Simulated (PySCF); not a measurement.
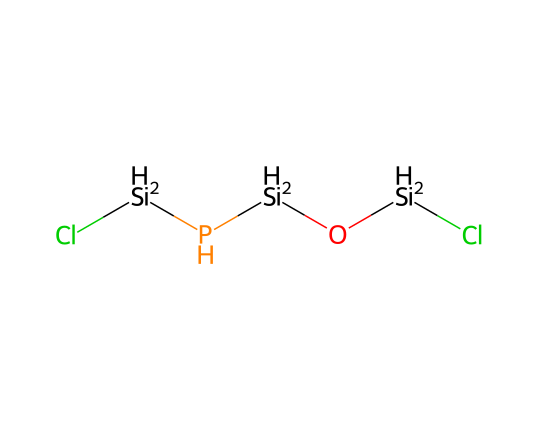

2D structure.

Transcribe the drawing into SMILES.

Answer. Cl[SiH2]O[SiH2]P[SiH2]Cl

What is the molecular formula?

Answer. Cl2H7OPSi3.

An optimisation with GFN2-xTB gave a structure of which point group?

Answer. C1. Other conformers may differ.

More results for the same structure follow; atom numbers are the same in all pictures, views and colours differ. Computed geometry: GFN2-xTB optimisation. No frequency run is at hand to confirm it as a minimum.

## Geometry

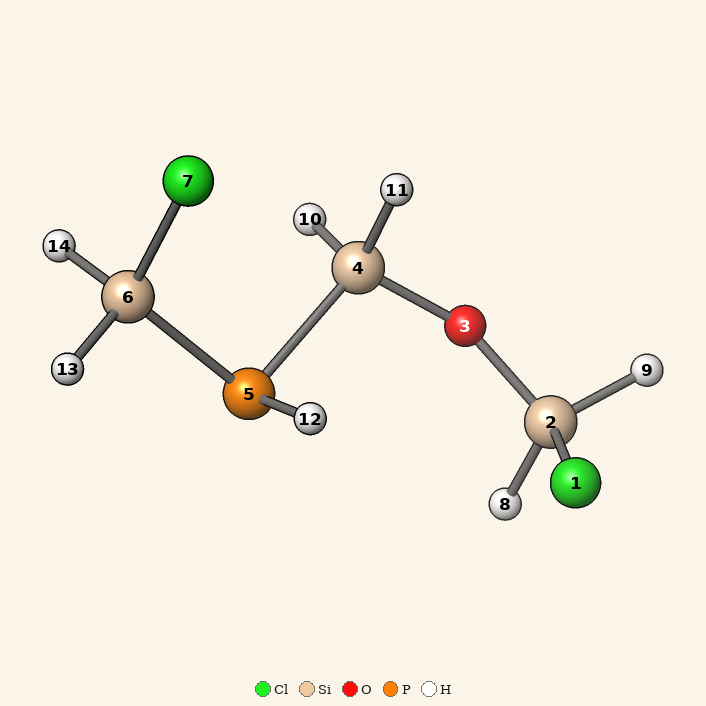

Numbered structure. No frequency run is at hand to confirm it as a minimum.

Give the bond lengths.

| bond | length (Å) | order |
| --- | --- | --- |
| Cl1–Si2 | 2.001 | single |
| Si2–O3 | 1.616 | single |
| Si2–H8 | 1.454 | single |
| Si2–H9 | 1.453 | single |
| O3–Si4 | 1.624 | single |
| Si4–P5 | 2.236 | single |
| Si4–H10 | 1.460 | single |
| Si4–H11 | 1.461 | single |
| P5–Si6 | 2.232 | single |
| P5–H12 | 1.383 | single |
| Si6–Cl7 | 2.016 | single |
| Si6–H13 | 1.460 | single |
| Si6–H14 | 1.460 | single |

## Electronic properties

No frequency run is at hand to confirm it as a minimum. Level of theory: PBE0/def2-SVPD, gas phase (PySCF 2.14.0). Excitations: vertical, linear response.

What is the HOMO energy (Kohn–Sham orbital)?

Answer. −7.62 eV.

What is the HOMO–LUMO gap?

Answer. 7.02 eV.

What is the dipole moment?

Answer. 1.06 D.

Give the mean static polarisability at this level.

Answer. 132.1 bohr³.

## NMR shielding

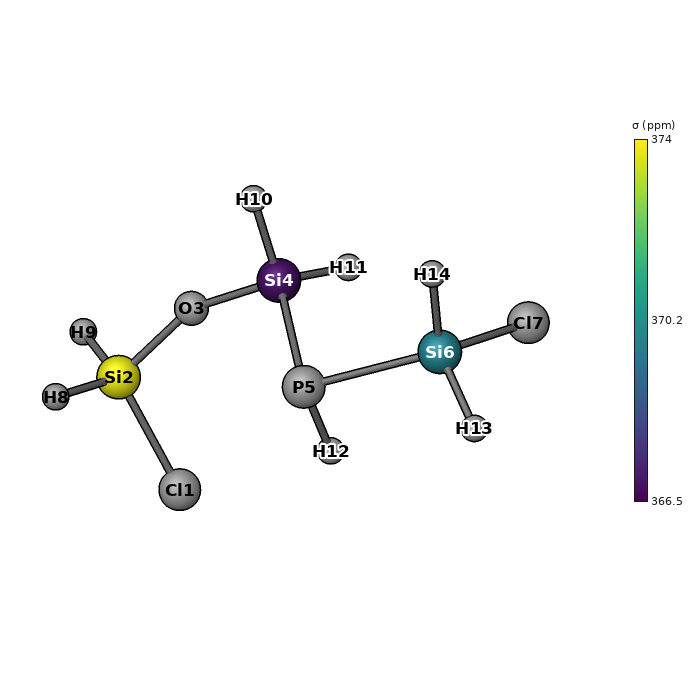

Atoms are coloured by their isotropic NMR shieldings (Si only, the others grey). No frequency run is at hand to confirm it as a minimum. Properties computed with GIAO PBE0/pcSseg-1 NMR shielding, non-relativistic, gas phase (PySCF 2.14.0).

List the isotropic NMR shieldings of the Si atoms.

```csv
atom,σ (ppm)
Si2,373.7
Si4,366.9
Si6,369.8
```

## Quadrupole coupling

No frequency run is at hand to confirm it as a minimum. Electric field gradients from the ground-state density, PBE0/pcSseg-1 (PySCF 2.14.0), non-relativistic apart from any core potentials.

Give the largest field-gradient component, the quadrupole coupling constant and the asymmetry for 35Cl at Cl1 (Q = −81.7 mb), 17O at O3 (Q = −25.6 mb), 35Cl at Cl7 (Q = −81.7 mb), 2H at H8 (Q = 2.86 mb), 2H at H9 (Q = 2.86 mb).

```tsv
atom	V_zz (a.u.)	e²qQ/h (MHz)	η
Cl1	1.923	−36.9	0.14
O3	1.087	−6.54	0.23
Cl7	2.125	−40.8	0.04
H8	0.163	0.109	0.01
H9	0.164	0.110	0.01
```

The geometry is semi-empirical. Around P, Si such bond lengths and angles can be off by a tenth of an ångström or more and by several degrees, and values that hang on the shape move with them.
